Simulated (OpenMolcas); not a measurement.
# One shape, several levels: C2H5B (SMILES BC=C)

Wanted: a comparison of 6 runs (HF/6-311+G**, B2PLYP/6-311+G**, B3LYP/6-311+G**, BHLYP/6-311+G**, BLYP/6-311+G**, MP2/6-311+G**) of C2H5B. 

The results are computed with OpenMolcas 26.06.

1 further run of the same task is left out (set aside as unsound or not needed).

### 1 The structure to begin with

The species is C2H5B (8 atoms), meant as a singlet with charge 0. As SMILES, `BC=C`. Geometry: relaxed at PBE0-D4/def2-TZVP.

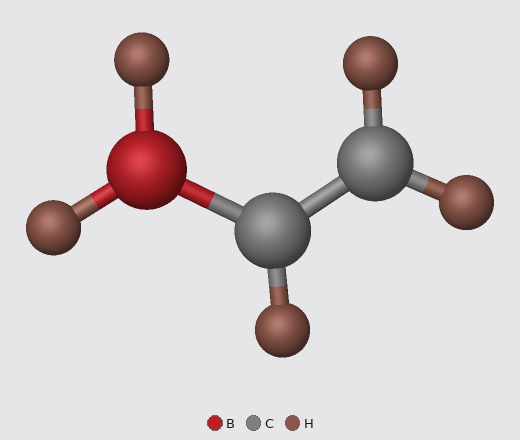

The structure, seen from a chosen angle (boron red, carbon grey, hydrogen brown).

### 2 Energy and gradient at HF/6-311+G(d,p) (run 1)

Input file test.inp:

```
>>> EXPORT MOLCAS_PRINT=2
&GATEWAY
BasLib
$CurrDir
Coord
8
bohr
B     -1.17011842     1.65596700    -1.31128096
C      0.60849181     0.51684010     0.67557709
C      0.86832915    -1.99233825     0.87966751
H     -2.31756012     0.25681378    -2.67358452
H     -1.44148309     3.88962328    -1.53710323
H      1.69584022     1.69980865     1.96021291
H     -0.17517761    -3.25505325    -0.35791413
H      2.10572182    -2.87956467     2.25916758
Basis
6-311pGss
Group
NoSym
&SEWARD
&SCF
Thresholds
1e-10 1e-07 1e-07 1e-05
PrOrbitals
0
&ALASKA
```

The basis set 6-311+G** is read from a file made from the Basis Set Exchange's data (not shown).

Run with:

```sh
export MOLCAS_MEM=1860
pymolcas test.inp > test.log
```

What it wrote:

```text
--- Start Module: gateway ---
[...]
--- Stop Module: gateway /rc=_RC_ALL_IS_WELL_ ---
[...]
      Basis functions           96
[...]
--- Start Module: scf ---
[...]
       Convergence after  12 Iterations
[...]
::    Total SCF energy                               -103.3166318265
[...]
      Total spin, S                                     0.0000000000
[...]
      Total electronic charge=   22.000000
      Total            charge=   -0.000000
[...]
      Dipole Moment (debye):
      Origin of the operator (angstrom)=    0.0622    0.0031    0.0512
                   X=  5.4392E-01               Y= -8.8072E-01               Z=  5.8839E-01           Total=  1.1907E+00
      Quadrupole Moment (debye*angstrom):
[...]
 *              Molecular gradients               *
 **************************************************
  Irreducible representation: a
 ------------------------------------------------------------------------------------------
                              X                       Y                       Z
 ------------------------------------------------------------------------------------------
  B1                6.33874892226549E-03   -3.85031404594249E-03    7.12155687796967E-03
  C2               -9.20979410303752E-03    7.89268431008239E-03   -1.02422897734641E-02
  C3                4.41707956753357E-04   -1.40193356094187E-03    4.68030634610761E-04
  H4               -8.78054578320686E-04   -2.38490808997938E-03   -1.10324534529060E-03
  H5               -1.18503558486638E-04    2.39057029006773E-03   -5.21281160678067E-05
  H6                3.25359293452454E-03    3.46316622344411E-03    3.84209803753510E-03
  H7               -3.70625179420569E-03   -3.25133647154852E-03   -4.35534498224954E-03
  H8                3.87855422052463E-03   -2.85792865520618E-03    4.32132266700735E-03
[...]
```

Run time: 18 s. Hardware: 1 thread of AMD EPYC 7R43 (Zen 3), shared host; peak memory 0.53 GiB.

### 3 A single-point energy at B2PLYP/6-311+G(d,p) (run 2)

Input file mol.inp:

```
* C2H5B Kohn-Sham DFT
>>> EXPORT MOLCAS_PRINT=2
&GATEWAY
BasLib
$CurrDir
Coord
8
angstrom
B       -0.619200       0.876300      -0.693900
C        0.322000       0.273500       0.357500
C        0.459500      -1.054300       0.465500
H       -1.226400       0.135900      -1.414800
H       -0.762800       2.058300      -0.813400
H        0.897400       0.899500       1.037300
H       -0.092700      -1.722500      -0.189400
H        1.114300      -1.523800       1.195500
Basis
6-311pGss
Group
NoSym
&SEWARD
GridInput
Grid=UltraFine
End of Grid
&SCF
KSDFT
B2PLYP_SCF
Thresholds
1e-10 1e-07 1e-07 1e-05
PrOrbitals
1 1
&MBPT2
Frozen
3
```

The basis set 6-311+G** is read from a file made from the Basis Set Exchange's data (not shown).

Run with:

```sh
export MOLCAS_MEM=1860
pymolcas mol.inp > mol.log
```

What it wrote:

```text
--- Start Module: gateway ---
[...]
--- Stop Module: gateway /rc=_RC_ALL_IS_WELL_ ---
[...]
      Basis functions           96
[...]
--- Start Module: scf ---
[...]
       Convergence after  13 Iterations
[...]
::    Total KS-DFT energy                            -103.8025754649
[...]
      Total spin, S                                     0.0000000000
[...]
      Total electronic charge=   22.000000
      Total            charge=   -0.000000
[...]
      Dipole Moment (debye):
      Origin of the operator (angstrom)=    0.0622    0.0031    0.0512
                   X=  6.0151E-01               Y= -8.8151E-01               Z=  6.5403E-01           Total=  1.2517E+00
      Quadrupole Moment (debye*angstrom):
[...]
--- Stop Module: scf /rc=_RC_ALL_IS_WELL_ ---
[...]
--- Start Module: mbpt2 ---
[...]
 ###    WARNING: MP2 implementation intended for RHF references only         ###
 ###############################################################################
MBPT2 WARNING: Reference function according to RunFile:KS-DFT
I'll assume you know what you're doing and continue
WARNING!
Default frozen orbitals as non valence orbitals is overwritten by user input.
Default values:   3
[...]
       Reference weight ( Cref**2 )         =        0.82125
::    Total MBPT2 energy                             -104.2596424793
[...]
      Total MBPT2 calculations                           0.48      0.59
--- Stop Module: mbpt2 /rc=_RC_ALL_IS_WELL_ ---
[...]
```

Run time: 42 s. Hardware: 1 thread of AMD EPYC 7R43 (Zen 3), shared host; peak memory 0.52 GiB.

Runs 3 to 5 aren't shown in full; the table further down has their settings and results.

### 4 The energy at MP2/6-311+G(d,p) (run 6)

Input file test.inp:

```
* C2H5B MP2

&GATEWAY
 BasLib=$CurrDir
 BasisSet
 B.6-311pGss....
 B1 -0.619200 0.876300 -0.693900 angstrom
 End of Basis
 BasisSet
 C.6-311pGss....
 C2 0.322000 0.273500 0.357500 angstrom
 C3 0.459500 -1.054300 0.465500 angstrom
 End of Basis
 BasisSet
 H.6-311pGss....
 H4 -1.226400 0.135900 -1.414800 angstrom
 H5 -0.762800 2.058300 -0.813400 angstrom
 H6 0.897400 0.899500 1.037300 angstrom
 H7 -0.092700 -1.722500 -0.189400 angstrom
 H8 1.114300 -1.523800 1.195500 angstrom
 End of Basis

&SEWARD

&SCF
 Thresholds=1e-10 1e-07 1e-07 1e-05
 PrOrbitals=0

&MBPT2
 Frozen=3
```

The basis set 6-311+G** is read from a file made from the Basis Set Exchange's data (not shown).

Run with:

```sh
export MOLCAS_MEM=1860
pymolcas test.inp > test.log
```

What it wrote:

```text
--- Start Module: gateway ---
[...]
--- Stop Module: gateway /rc=_RC_ALL_IS_WELL_ ---
[...]
      Basis functions           96
[...]
--- Start Module: scf ---
[...]
       Convergence after  12 Iterations
[...]
::    Total SCF energy                               -103.3166318265
[...]
      Total spin, S                                     0.0000000000
[...]
      Total electronic charge=   22.000000
      Total            charge=   -0.000000
[...]
      Dipole Moment (debye):
      Origin of the operator (angstrom)=    0.0622    0.0031    0.0512
                   X=  5.4392E-01               Y= -8.8072E-01               Z=  5.8839E-01           Total=  1.1907E+00
      Quadrupole Moment (debye*angstrom):
[...]
--- Stop Module: scf /rc=_RC_ALL_IS_WELL_ ---
[...]
--- Start Module: mbpt2 ---
[...]
WARNING!
Default frozen orbitals as non valence orbitals is overwritten by user input.
Default values:   3
[...]
       Reference weight ( Cref**2 )         =        0.87933
::    Total MBPT2 energy                             -103.6867610149
[...]
      Total MBPT2 calculations                           0.52      0.58
--- Stop Module: mbpt2 /rc=_RC_ALL_IS_WELL_ ---
[...]
```

Wall time 14 s (1 thread of AMD EPYC 7R43 (Zen 3), shared host); peak memory 0.53 GiB.

### 5 All runs side by side

```csv
run,level,task,frozen core orbitals,energy (Eh),dipole moment (D) of the reference,HOMO energy (eV),LUMO energy (eV),wall time
1,HF/6-311+G**,gradient,–,-103.316632,1.19,-10.64,1.28,18 s
2,B2PLYP/6-311+G**,energy,3,-103.925984,1.25,-9.25,-0.73,42 s
3,B3LYP/6-311+G**,gradient,–,-104.060324,1.33,-8.27,-2.32,55 s
4,BHLYP/6-311+G**,gradient,–,-103.985332,1.25,-9.35,-1.04,52 s
5,BLYP/6-311+G**,gradient,–,-103.991054,1.39,-7.30,-2.95,58 s
6,MP2/6-311+G**,energy,3,-103.686761,1.19,-10.64,1.28,14 s
```

### 6 What came out

| quantity | value |
| --- | --- |
| run 6: total energy | -103.68676 Eh |
| run 6: dipole moment (mean-field density) | 1.19 D |
| run 6: HOMO energy (Hartree–Fock orbitals) | -10.64 eV |
| run 6: LUMO energy (Hartree–Fock orbitals) | 1.28 eV |
| run 6: HOMO–LUMO gap (Hartree–Fock orbitals) | 11.92 eV |
| run 6: correlation energy (3 core orbitals frozen) | -370.1 mEh |

Over runs 1, 2, 3, 4, 5 the dipole moment (its size) runs from 1.19 D (HF/6-311+G**) to 1.39 D (BLYP/6-311+G**). Over runs 1, 2, 3, 4, 5 the HOMO–LUMO gap runs from 4.35 eV (BLYP/6-311+G**) to 11.92 eV (HF/6-311+G**). Exact exchange widens orbital gaps. For B2PLYP the log adds the whole second-order term; the table takes 0.27 of it, as the functional is defined. Totals of different functionals can't be ranked against each other. All runs together took 4 min, the longest 58 s.
